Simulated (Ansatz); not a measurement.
**C$_{2}$H$_{6}$AlF···H$_{2}$: density, localisation and related maps**

The calculation's input:

```
crystal:
  periodic: [false, false, false]
  atoms:
    - { symbol: Al, position_ang: [0.267923, 0.329964, 0.149642] }
    - { symbol: F, position_ang: [0.955583, -2.408918, 1.358772] }
    - { symbol: C, position_ang: [0.722403, 0.172378, -1.742701] }
    - { symbol: C, position_ang: [-1.521981, 0.68758, 0.839324] }
    - { symbol: H, position_ang: [1.417244, -1.660024, 1.607649] }
    - { symbol: H, position_ang: [1.410323, 0.212089, 1.19153] }
    - { symbol: H, position_ang: [0.244171, -0.719148, -2.185949] }
    - { symbol: H, position_ang: [1.806845, 0.081908, -1.914319] }
    - { symbol: H, position_ang: [0.359901, 1.03468, -2.328657] }
    - { symbol: H, position_ang: [-2.287481, 0.82525, 0.059525] }
    - { symbol: H, position_ang: [-1.525138, 1.588343, 1.477568] }
    - { symbol: H, position_ang: [-1.849793, -0.144102, 1.487616] }
basis:
  gaussian: { orbitals: def2-SVP }
hamiltonian:
  xc: pbe0
  dispersion: d4
relax:
  f_tol: 0.03
  max_steps: 50
output:
  orbitals: {}
```

Command:

```sh
ansatz run input.yaml --threads 2 --pin off --max-ram 3072MiB --backend cpu --events-out ev --progress --plain --runs-dir out
```

The fields are those of the relaxed geometry.

Theory: RKS PBE0-D4/def2-SVP in Ansatz.

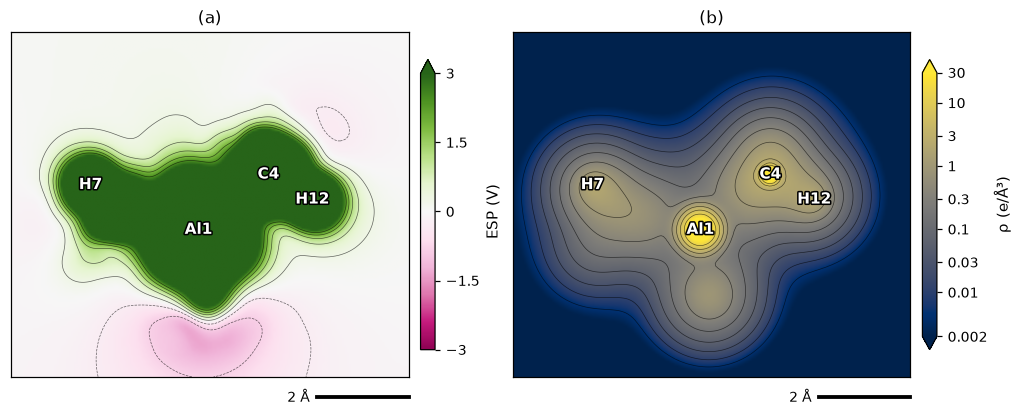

Figure 1. (a) electrostatic potential; (b) electron density on the plane of atoms Al1, C4 and H12.

**Interpret the plot.**

- The section cuts through Al, C and H sites.
- C–Al (1.95 Å): the density is about 0.73 e/Å³ at the midpoint.
- C–H (1.10 Å): the density is about 1.8 e/Å³ at the midpoint.
- Outside the dense part of the complex the potential is most negative (−1.4 V) near F2, which lies off the plane.

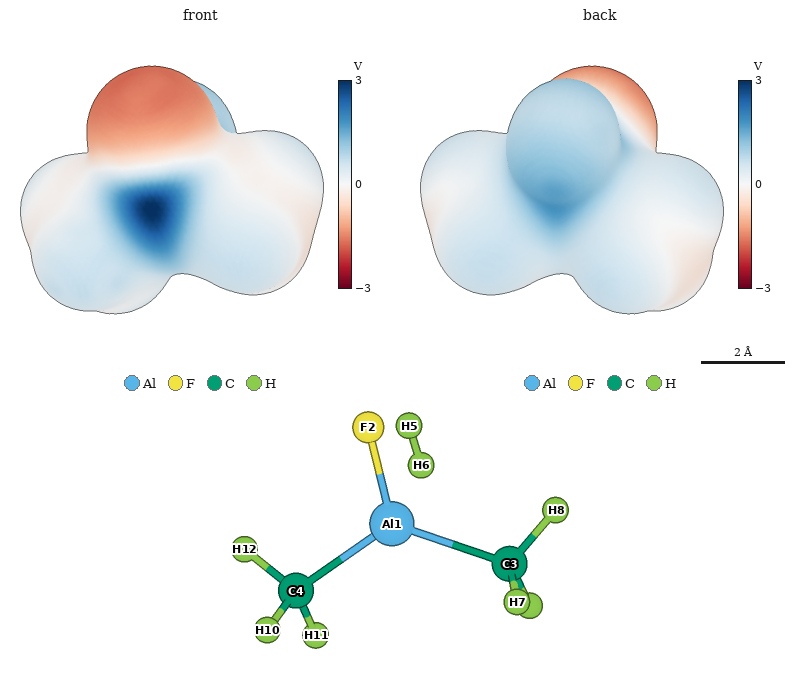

Figure 2. The molecular electrostatic potential painted on the density surface at 0.002 e/bohr³, seen from the front and from behind; the colour scale runs from red (negative) to blue (positive). The bare structure is drawn below in the same view.

**Describe the electrostatic potential map.**

The most negative region (about −1.7 V) lies over F2, the most positive (about +2.9 V) over Al1.

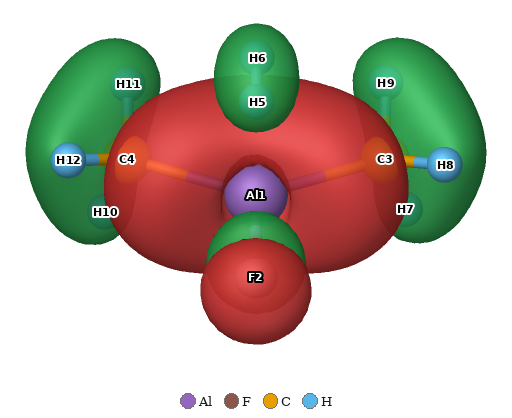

Figure 3. The HOMO−1 at ±0.08 Å⁻³ᐟ² (green and red are the two phases), seen from one side.

**Describe this orbital and give its energy.**

By Hirshfeld shares it lies mainly on Al1 (about 25 %), C3 (about 25 %), C4 (about 25 %) and F2 (about 10 %). Its energy is −9.35 eV.
